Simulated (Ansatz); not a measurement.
# How fast states decay through KPbCO3F, part 2 of 2

Aim: relax a made-up compound, KPbCO3F, and see how good a tunnel barrier it would be. It is built by putting Pb for Sr in the KSrCO3F structure of space group P-6m2, with the volume rescaled by atomic radii. The parent structure comes from the Materials Project.

Ansatz 0.2.0; r2SCAN DFT, plane waves, PAW files (the session's first sound run).

So far. Step 2 (Relaxing the new crystal): The largest force component on a free atom ends at 0.0036 eV/Å. Step 3 (Band edges): The searched edges give 3.57 eV, as on the mesh.

The structure was built from a prototype and need not be the compound's stable phase.

## 4. Complex bands, plane (100), k-mesh 6×6×6

This step: r2SCAN DFT, plane waves, PAW files; complex bands by layer matching along the plane's normal (Ansatz 0.2.0).

The same crystal is laid in a cell whose first two vectors span the (100) plane (indices of the standard conventional cell, whose axes can be ordered otherwise than in the bulk input). At fixed energy and wavevector in the plane the solver finds all kz, real and complex. A few wavevectors are listed, (0, 0), (0, -0.5) and (0.3333, -0.5) in units of the plane's reciprocal vectors; the slowest state needn't be among them.

File input.yaml:

```yaml
crystal:
  lattice:
    - [5.314685256, 0.0, 0.0]
    - [0.0, 4.781690089, 0.0]
    - [2.657342628, 0.0, 4.602652445]
  atoms:
    - { symbol: K, position: [0.6666666667, 0.0, 0.6666666667] }
    - { symbol: Pb, position: [0.3333333333, 0.5, 0.3333333333] }
    - { symbol: C, position: [0.0, 0.5, 0.0] }
    - { symbol: O, position: [0.8598286014, 0.5, 0.8598286014] }
    - { symbol: O, position: [0.2803427973, 0.5, 0.8598286014] }
    - { symbol: O, position: [0.8598286014, 0.5, 0.2803427973] }
    - { symbol: F, position: [0.3333333333, 0.0, 0.3333333333] }
kpoints:
  mp_grid: { grid: [6, 6, 6] }
scf:
  occupations: { method: fixed }
hamiltonian:
  xc: r2scan
output:
  eigenvalues: true
  transmission:
    leads: [[0, 0]]
    kpoints: [[0.0, 0.0], [0.0, -0.5], [0.3333, -0.5]]
    e_range: [-1.0, 4.57]
    de: 0.09
```

Run with:

```sh
$ ansatz run input.yaml --threads 2 --pin off --max-ram 4096MiB --backend cpu --events-out ev --progress --plain --runs-dir out
```

Numbers of over 12 decimals in the logs are rounded to 6 here.

Output:

```text
[...]
Crystal: 7 atoms, lattice volume = 116.968 Å³
Basis set: ecut = 500 eV, 2945 PW (Γ), exchange–correlation on 160×144×160 points (64 copies of the dense FFT grid, shifted against one another)
Bands: 33, of which v1, the nominal top of the filled ones, is band 26 counted from 1 (25 counted from 0)
Symmetry: 12 space group operations
[...]
k-points: 28 of 216 (time reversal used)
[...]
SCF iter   1: F=—  HF=-16233.123991 eV  |F-HF|=—  |Δ(HF+E_count)|=         —  Δρ=9.48e-3  dr2=9.54e-2  dr2_τ=5.18e-1  ethr=1.77e-3  ⟨swp⟩=5.0  Hψ=3350  notcnv=0  defer=134
[...]
SCF iter   8: F=-16233.221328 eV  HF=-16233.221328 eV  |F-HF|=2.48e-8  |Δ(HF+E_count)|=   4.74e-7  Δρ=4.62e-6  dr2=2.26e-8  dr2_τ=3.16e-9  ethr=1.92e-10  ⟨swp⟩=11.5  Hψ=4443  notcnv=0
SCF 1 converged in 8 iterations: F = -16233.221328 eV  dr2 = 2.26e-8
[...]
transmission: 7 of 21 steps passed
transmission: 14 of 21 steps passed
transmission: 21 of 21 steps passed
SCF converged after 8 iterations
Free energy (F): -16233.221328 eV
[...]
Internal energy: -16233.221328 eV  (E = F + TS)
E sigma→0 (E₀):  -16233.221328 eV
Fermi energy:    4.483893 eV
[...]
--- Band table (eV; the first three rows and the last of 28) ---
  k-point 0: bands = [... 22 lower, 1.6253, 2.2568, 2.2568, 3.5602, 9.1205, 9.8726, 11.0550, 11.0550, ... 3 higher]
  k-point 1: bands = [... 22 lower, 2.0566, 2.2450, 2.2559, 3.4779, 9.2042, 9.9113, 10.8600, 11.0408, ... 3 higher]
  k-point 2: bands = [... 22 lower, 2.2234, 2.2541, 2.9473, 3.3321, 9.0603, 10.0220, 10.7604, 10.9941, ... 3 higher]
  k-point 27: bands = [... 22 lower, 2.1098, 2.2235, 2.9661, 4.4839, 8.6426, 9.2482, 10.1269, 10.4537, ... 3 higher]
--- Transmission ---
  basis      : 263 plane waves across, 7 finite elements along
  points     : 3, as listed
  energies   : 62 from -1.000000 to 4.490000 eV about the Fermi level, 0.090000 eV apart; the leads are filled to 1.782532 eV, and channels, transmission and decay are at 1.790000 eV
  crystal 0  : K1O3C1Pb1F1, at the sites [0, 0], period 4.6027 Å: whole cells are its period
    offset         : up to 0.0000 Å between an atom of the period and one for which it stands
    channels       : 0.000000e0 a spin
    conductance    : none, the energies end too early or step too widely for 300 K: set another output.transmission.e_range or a lower de, or, where they end at an eighth of basis.ecutwfc, a higher one
    slowest decay  : 0.3037 /Å at (0.0000, -0.5000)
```

It took 63 s on 2 threads of Intel Xeon Platinum 8259CL at 2.50GHz (Skylake/Cascade Lake), shared host; peak memory 1.1 GiB; 2.1 min of CPU time.

This step gave:

```
level to which the leads are filled                       : 1.783 eV from the Fermi level
decay constant at the filling level, zone centre          : 0.3405 Å⁻¹
decay constant at the filling level, slowest listed point : 0.3037 Å⁻¹
```

K parallel (0, 0); values up to 1.5 1/Å, a degenerate pair printed once or twice; energies at which all values exceed this have no row. Im kz of the slowest decaying states against energy, zero at the highest filled level on the SCF mesh:

```csv
energy (eV),decay 1 (Å⁻¹),decay 2 (Å⁻¹),decay 3 (Å⁻¹),decay 4 (Å⁻¹)
-1.000,0.0687,0.728,0.736,0.829
-0.460,0.216,0.410,0.748,0.799
-0.010,0.270,0.511,0.768,0.783
0.530,0.309,0.582,0.767,0.847
0.980,0.328,0.621,0.756,0.855
1.520,0.339,0.655,0.715,0.763
1.970,0.340,0.674,0.674,0.767
2.510,0.329,0.620,0.690,0.767
2.960,0.309,0.568,0.699,0.764
3.500,0.265,0.492,0.703,0.758
4.040,0.171,0.386,0.700,0.718
```

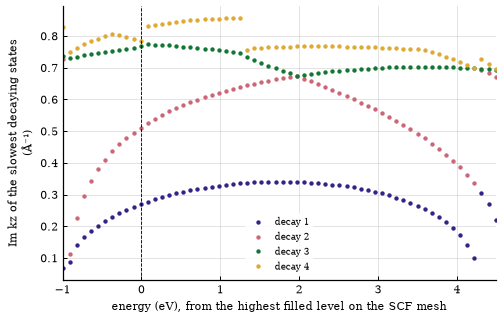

Im kz of the slowest decaying states, plotted against energy.

K parallel (0, -0.5); values up to 1.5 1/Å, a degenerate pair printed once or twice; energies at which all values exceed this have no row. Table of Im kz of the slowest decaying states by energy, zero at the highest filled level on the SCF mesh:

```csv
energy (eV),decay 1 (Å⁻¹),decay 2 (Å⁻¹),decay 3 (Å⁻¹),decay 4 (Å⁻¹)
-1.000,0.537,0.701,0.762,0.766
-0.460,0.399,0.574,0.762,0.771
-0.010,0.130,0.497,0.587,0.764
0.530,0.233,0.565,0.588,0.767
0.980,0.273,0.578,0.603,0.767
1.520,0.298,0.551,0.635,0.747
1.970,0.305,0.517,0.653,0.725
2.510,0.301,0.453,0.668,0.689
2.960,0.286,0.370,0.652,0.676
3.500,0.136,0.250,0.593,0.679
4.040,0.183,0.504,0.677,0.699
```

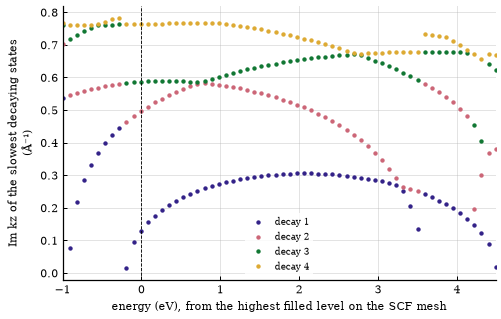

Im kz of the slowest decaying states, plotted against energy.

K parallel (0.3333, -0.5); values up to 1.5 1/Å, a degenerate pair printed once or twice; energies at which all values exceed this have no row. Table of Im kz of the slowest decaying states by energy, zero at the highest filled level on the SCF mesh:

```csv
energy (eV),decay 1 (Å⁻¹),decay 2 (Å⁻¹),decay 3 (Å⁻¹),decay 4 (Å⁻¹)
-1.000,0.164,0.691,0.764,0.783
-0.460,0.551,0.734,0.754,0.906
-0.010,0.613,0.683,0.749,0.884
0.530,0.362,0.589,0.662,0.738
0.980,0.495,0.692,0.722,0.842
1.520,0.498,0.694,0.720,0.814
1.970,0.490,0.661,0.736,0.787
2.510,0.470,0.608,0.746,0.750
2.960,0.444,0.545,0.702,0.756
3.500,0.398,0.419,0.630,0.758
4.040,0.327,0.497,0.756,0.958
```

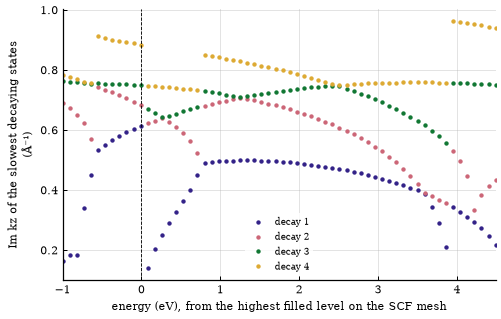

Im kz of the slowest decaying states, plotted against energy.

At the listed wavevectors the last open channel is at -0.01 eV and the next at +3.59 eV on the grid. At +1.79 eV, the grid energy nearest the filling level (the middle of the gap on the SCF mesh), the slowest state at the listed wavevectors decays with κ = 0.304 Å⁻¹, its amplitude falling by e over 3.3 Å. Through 1 nm of this crystal that state's transmission falls by exp(−2 × 0.304 Å⁻¹ × 10 Å) = 0.0023.

## 5. Complex bands, plane (110), k-mesh 6×8×8

The same for the (110) plane, at (0, 0) and (-0.5, 0), to see how the decay depends on direction.

File input.yaml:

```yaml
crystal:
  lattice:
    - [4.781690089, 0.0, 0.0]
    - [0.0, 9.20530489, 0.0]
    - [0.0, 4.602652445, 2.657342628]
  atoms:
    - { symbol: K, position: [0.0, 0.6666666667, 0.0] }
    - { symbol: Pb, position: [0.5, 0.3333333333, 0.0] }
    - { symbol: C, position: [0.5, 0.0, 0.0] }
    - { symbol: O, position: [0.5, 0.2803427973, 0.5794858041] }
    - { symbol: O, position: [0.5, 0.8598286014, 0.0] }
    - { symbol: O, position: [0.5, 0.8598286014, 0.4205141959] }
    - { symbol: F, position: [0.0, 0.3333333333, 0.0] }
kpoints:
  mp_grid: { grid: [6, 8, 8] }
scf:
  occupations: { method: fixed }
hamiltonian:
  xc: r2scan
output:
  eigenvalues: true
  transmission:
    leads: [[0, 0]]
    kpoints: [[0.0, 0.0], [-0.5, 0.0]]
    e_range: [-1.0, 4.57]
    de: 0.09
```

Output:

```text
[...]
Crystal: 7 atoms, lattice volume = 116.968 Å³
Basis set: ecut = 500 eV, 2945 PW (Γ), exchange–correlation on 144×288×160 points (64 copies of the dense FFT grid, shifted against one another)
Bands: 33, of which v1, the nominal top of the filled ones, is band 26 counted from 1 (25 counted from 0)
Symmetry: 12 space group operations
[...]
k-points: 40 of 384 (time reversal used)
[...]
SCF iter   1: F=—  HF=-16233.124060 eV  |F-HF|=—  |Δ(HF+E_count)|=         —  Δρ=9.46e-3  dr2=9.48e-2  dr2_τ=5.19e-1  ethr=1.77e-3  ⟨swp⟩=5.0  Hψ=4804  notcnv=0  defer=188
[...]
SCF iter   8: F=-16233.221337 eV  HF=-16233.221337 eV  |F-HF|=1.52e-8  |Δ(HF+E_count)|=   4.69e-7  Δρ=5.55e-6  dr2=3.00e-8  dr2_τ=2.89e-9  ethr=1.92e-10  ⟨swp⟩=11.6  Hψ=6872  notcnv=0
SCF 1 converged in 8 iterations: F = -16233.221337 eV  dr2 = 3.00e-8
[...]
transmission: 4 of 8 steps passed
transmission: 8 of 8 steps passed
SCF converged after 8 iterations
Free energy (F): -16233.221337 eV
[...]
Internal energy: -16233.221337 eV  (E = F + TS)
E sigma→0 (E₀):  -16233.221337 eV
Fermi energy:    4.451984 eV
[...]
--- Band table (eV; the first three rows and the last of 40) ---
  k-point 0: bands = [... 22 lower, 1.6253, 2.2567, 2.2567, 3.5602, 9.1206, 9.8726, 11.0550, 11.0550, ... 3 higher]
  k-point 1: bands = [... 22 lower, 2.2385, 2.2553, 2.3042, 3.4321, 9.2214, 9.9402, 10.8245, 10.9780, ... 3 higher]
  k-point 2: bands = [... 22 lower, 2.2144, 2.2527, 3.0660, 3.4923, 9.0574, 10.1654, 10.3883, 10.9926, ... 3 higher]
  k-point 39: bands = [... 22 lower, 2.0577, 2.3049, 3.3016, 4.0287, 8.5447, 9.2898, 10.3658, 10.6271, ... 3 higher]
--- Transmission ---
  basis      : 457 plane waves across, 4 finite elements along
  points     : 2, as listed
[...]
crystal 0  : O3K1Pb1C1F1, at the sites [0, 0], period 2.6573 Å: whole cells are its period
[...]
channels       : 0.000000e0 a spin
[...]
slowest decay  : 0.3597 /Å at (-0.5000, 0.0000)
```

Run time: 2.5 min. Hardware: 2 threads; peak memory 2.1 GiB; 5 min of CPU time.

Numbers from this step:

```yaml
fermi_energy: 4.452 eV
gap_on_the_k_mesh: 3.597 eV
level_to_which_the_leads_are_filled: 1.798 eV from the Fermi level
decay_constant_at_the_filling_level_zone_centre: 0.3912 Å⁻¹
decay_constant_at_the_filling_level_slowest_listed_point: 0.3597 Å⁻¹
```

K parallel (0, 0); values up to 1.5 1/Å, a degenerate pair printed once or twice; energies at which all values exceed this have no row. Im kz of the slowest decaying states against energy, zero at the highest filled level on the SCF mesh:

```csv
energy (eV),decay 1 (Å⁻¹),decay 2 (Å⁻¹),decay 3 (Å⁻¹),decay 4 (Å⁻¹)
-1.000,0.440,0.742,0.840,0.842
-0.460,0.243,0.392,0.429,0.825
-0.010,0.321,0.455,0.481,0.806
0.530,0.363,0.476,0.535,0.778
0.980,0.381,0.486,0.562,0.751
1.520,0.391,0.487,0.582,0.712
1.970,0.390,0.480,0.592,0.676
2.510,0.380,0.459,0.595,0.627
2.960,0.363,0.428,0.567,0.605
3.500,0.328,0.365,0.494,0.600
4.040,0.239,0.267,0.392,0.591
```

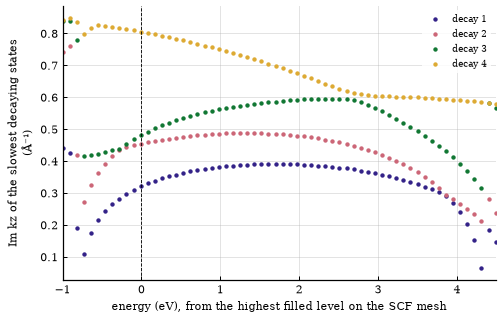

Im kz of the slowest decaying states, plotted against energy.

K parallel (-0.5, 0); values up to 1.5 1/Å, a degenerate pair printed once or twice; energies at which all values exceed this have no row. Im kz of the slowest decaying states against energy, zero at the highest filled level on the SCF mesh:

```csv
energy (eV),decay 1 (Å⁻¹),decay 2 (Å⁻¹),decay 3 (Å⁻¹),decay 4 (Å⁻¹)
-1.000,0.0263,0.169,0.528,0.641
-0.460,0.225,0.387,0.567,0.678
-0.010,0.477,0.539,0.582,0.714
0.530,0.276,0.493,0.530,0.585
0.980,0.328,0.488,0.555,0.576
1.520,0.354,0.484,0.552,0.574
1.970,0.361,0.476,0.519,0.583
2.510,0.358,0.458,0.458,0.587
2.960,0.346,0.377,0.433,0.586
3.500,0.165,0.318,0.385,0.580
4.040,0.270,0.297,0.401,0.566
```

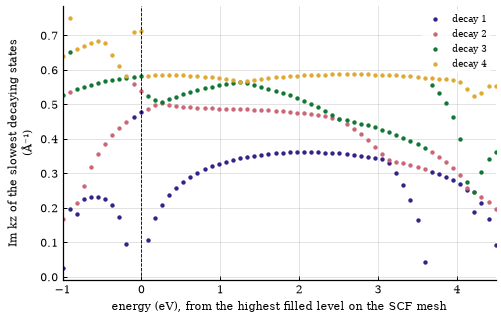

Im kz of the slowest decaying states against energy.

At the listed wavevectors the last open channel is at -0.01 eV and the next at +3.68 eV on the grid. At +1.79 eV, the grid energy nearest the filling level (the middle of the gap on the SCF mesh), the slowest state at the listed wavevectors decays with κ = 0.360 Å⁻¹, its amplitude falling by e over 2.8 Å; the first such run, plane (100), gave 0.304 Å⁻¹.

## 6. Band edges at another level, cutoff 1290 eV

This step: r2SCAN DFT, plane waves, norm-conserving files (Ansatz 0.2.0).

The edges again with norm-conserving files, at the same atoms. Against that run the cutoff is 1290 eV against 500.

File input.yaml:

```yaml
crystal:
  lattice:
    - [5.3146852563, 0.0, 0.0]
    - [-2.6573426282, 4.6026524451, 0.0]
    - [0.0, 0.0, 4.7816900889]
  atoms:
    - { symbol: K, position: [0.6666666667, 0.3333333333, 0.0] }
    - { symbol: Pb, position: [0.3333333333, 0.6666666667, 0.5] }
    - { symbol: C, position: [0.0, 0.0, 0.5] }
    - { symbol: O, position: [0.8598286014, 0.7196572027, 0.5] }
    - { symbol: O, position: [0.8598286014, 0.1401713986, 0.5] }
    - { symbol: O, position: [0.2803427973, 0.1401713986, 0.5] }
    - { symbol: F, position: [0.3333333333, 0.6666666667, 0.0] }
kpoints:
  mp_grid: { grid: [6, 6, 6] }
  band_path: { path: [VBM, CBM], npoints: 30 }
scf:
  occupations: { method: fixed }
hamiltonian:
  xc: r2scan
  pseudopotentials: { kind: nc }
output:
  eigenvalues: true
```

Output:

```text
[...]
Crystal: 7 atoms, lattice volume = 116.968 Å³
Basis set: ecut = 1290 eV, 12269 PW (Γ)
Bands: 33, of which v1, the nominal top of the filled ones, is band 26 counted from 1 (25 counted from 0)
Symmetry: 12 space group operations
[...]
k-points: 28 of 216 (time reversal used)
[...]
SCF iter   1: F=—  HF=-5391.279969 eV  |F-HF|=—  |Δ(HF+E_count)|=         —  Δρ=1.07e-1  dr2=1.23e1  dr2_τ=1.18e1  ethr=3.10e-3  ⟨swp⟩=9.3  Hψ=5508  notcnv=0  defer=189
[...]
SCF iter  10: F=-5387.796193 eV  HF=-5387.796193 eV  |F-HF|=7.91e-10  |Δ(HF+E_count)|=   4.35e-7  Δρ=3.05e-6  dr2=7.07e-9  dr2_τ=1.25e-8  ethr=1.92e-10  ⟨swp⟩=38.3  Hψ=12696  notcnv=0
SCF 1 converged in 10 iterations: F = -5387.796193 eV  dr2 = 7.07e-9
[...]
SCF converged after 10 iterations
Free energy (F): -5387.796193 eV
[...]
Internal energy: -5387.796193 eV  (E = F + TS)
E sigma→0 (E₀):  -5387.796193 eV
Fermi energy:    4.599849 eV
[...]
--- Band table (eV; the first three rows and the last of 28) ---
  k-point 0: bands = [... 22 lower, 1.7536, 2.3798, 2.3798, 3.7149, 9.2497, 9.9812, 11.1926, 11.1926, ... 3 higher]
  k-point 1: bands = [... 22 lower, 1.7167, 2.3858, 2.3858, 3.7155, 9.1664, 10.0235, 11.1325, 11.1325, ... 3 higher]
  k-point 2: bands = [... 22 lower, 2.2707, 2.3976, 2.3976, 3.7167, 8.6124, 10.2344, 10.9886, 10.9886, ... 3 higher]
  k-point 27: bands = [... 22 lower, 2.2337, 2.3463, 3.1183, 4.5998, 8.7851, 9.3911, 10.2740, 10.5599, ... 3 higher]
```

The job ended after 2 min (2 threads; peak memory 0.88 GiB).

Numbers from this step:

* free energy: -5387.7962 eV
* Fermi energy: 4.600 eV
* gap on the k-mesh: 3.584 eV
* gap on path: 3.584 eV, by band count; negative where bands overlap
* direct gap on path: 4.185 eV

Electronic bands along the path, in eV, zero at the Fermi level (highest filled level under fixed occupations); v1 is the highest filled band, c1 the lowest empty one:

```csv
point,v4,v3,v2,v1,c1,c2,c3,c4
VBM,-2.37,-2.25,-1.48,0.00,4.19,4.79,5.67,5.96
CBM,-2.20,-2.20,-1.65,-0.88,3.58,5.66,6.31,6.31
```

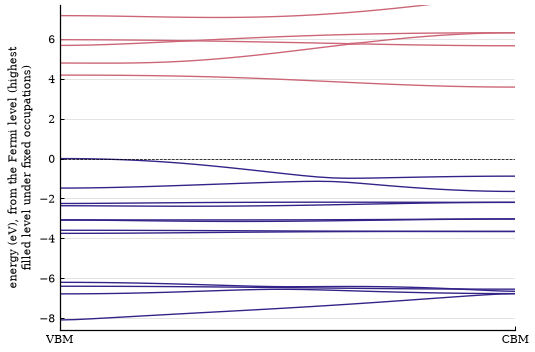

Electronic bands along the path; lines of filled and empty bands in two colours.

The searched edges give 3.58 eV, as on the mesh.

## 7. Complex bands at another level

This step: r2SCAN DFT, plane waves, norm-conserving files; complex bands by layer matching along the plane's normal (Ansatz 0.2.0).

The complex bands at that level, over its own gap, at (0, 0) and (0, -0.5).

File input.yaml:

```yaml
crystal:
  lattice:
    - [5.314685256, 0.0, 0.0]
    - [0.0, 4.781690089, 0.0]
    - [2.657342628, 0.0, 4.602652445]
  atoms:
    - { symbol: K, position: [0.6666666667, 0.0, 0.6666666667] }
    - { symbol: Pb, position: [0.3333333333, 0.5, 0.3333333333] }
    - { symbol: C, position: [0.0, 0.5, 0.0] }
    - { symbol: O, position: [0.8598286014, 0.5, 0.8598286014] }
    - { symbol: O, position: [0.2803427973, 0.5, 0.8598286014] }
    - { symbol: O, position: [0.8598286014, 0.5, 0.2803427973] }
    - { symbol: F, position: [0.3333333333, 0.0, 0.3333333333] }
kpoints:
  mp_grid: { grid: [6, 6, 6] }
scf:
  occupations: { method: fixed }
hamiltonian:
  xc: r2scan
  pseudopotentials: { kind: nc }
output:
  eigenvalues: true
  transmission:
    leads: [[0, 0]]
    kpoints: [[0.0, 0.0], [0.0, -0.5]]
    e_range: [-1.0, 4.58]
    de: 0.09
```

Output:

```text
Engine: ansatz 0.2.0, x86_64-unknown-linux-gnu
Pseudopotentials: kind: nc
Pseudopotential: K, nc, valence charge 9, recommended cutoff 1240 eV (normal), K.nc.azcp
Pseudopotential: Pb, nc, valence charge 14, recommended cutoff 850 eV (normal), Pb.nc.azcp
Pseudopotential: C, nc, valence charge 4, recommended cutoff 1200 eV (normal), C.nc.azcp
Pseudopotential: O, nc, valence charge 6, recommended cutoff 1290 eV (normal), O.nc.azcp
Pseudopotential: F, nc, valence charge 7, recommended cutoff 1250 eV (normal), F.nc.azcp
Functional definition: r2SCAN
  parameter k0 = 0.174
  parameter k1 = 0.065
  parameter a1 = 4.9479
  exchange = r2scan_x(k0 = k0, k1 = k1, a1 = a1)
  correlation = r2scan_c
Error: memory limit exceeded: the `transmission` phase of `transmission` needs 4.23 GiB against the run's memory maximum of 4.00 GiB; largest carriers: transmission 3.88 GiB, unmodelled-tail allowance 0.30 GiB, source scf tables 0.05 GiB, source scf state 0.00 GiB; the layers of output.transmission grow with the square of the cell's cross-section: a lower cutoff or a narrower output.transmission.e_range takes less, and so, most of all in a narrow cell, does a wider de; where no e_range is typed, a fill by count is planned with a gap of 40 thermal energies
with nothing else changed it takes a maximum of at least 4.24 GiB, with nothing to spare, and 4.66 GiB leaves up to a tenth: --max-ram 4.66GiB where that set the maximum, else more of the term that did, and with no share typed, where 4.66 GiB is over 0.88 of the host's memory or its container's limit, a share of 0.88 or more that holds the maximum too (--max-ram-frac F), where one does; The budget is ten elevenths of [...]
`transmission` follows the SCF: where the deck gives it k-points, a mesh or a band count of its own, those are what to reduce (not on a resume, whose deck is fixed)
```

Wall time 0.3 s (2 threads); peak memory 0.21 GiB.

The program refused the input before any cycle.

The program's message: “Error: memory limit exceeded: the `transmission` phase of `transmission` needs 4.23 GiB against the run's memory maximum of 4.00 GiB; largest carriers: transmission 3.88 GiB, unmodelled-tail allowance …”

## 8. Outcome

| Item | Value |
| --- | --- |
| band gap | 3.57 eV |
| least decay constant at mid-gap, normal to (100) | 0.304 Å⁻¹ |
| least decay constant at mid-gap, normal to (110) | 0.360 Å⁻¹ |

**Reading.** With r2SCAN, the slowest decay at the wavevectors tried is κ = 0.304 Å⁻¹, normal to (100). Through such a film the transmission near mid-gap falls as exp(−2κd), a factor of ten every 3.8 Å. The decay depends on direction: 1.2 times faster normal to (110). A free electron under a barrier of half the gap would need a mass of 0.20 mₑ to decay at this rate. The slowest decay isn't at the zone centre. The compound is made up by substitution; its stability against other phases and against distortions of the cell's symmetry was not tested. r2SCAN still narrows gaps, if less than LDA and GGA do, while spin-orbit coupling, left out here, narrows them in compounds of heavy elements, so the error in κ can go either way.

[Logs are printed without paths, hosts, clocks, repeated set-up lines and the standing remarks that a program may print on its own settings, such as how far it seeks lower states.]

[Hosts, paths, dates, database ids (printed as entryN), source tags and the programs' standing remarks are cut or masked in the printed files.]

[New means built here by substitution; the compound itself may be known and measured.]
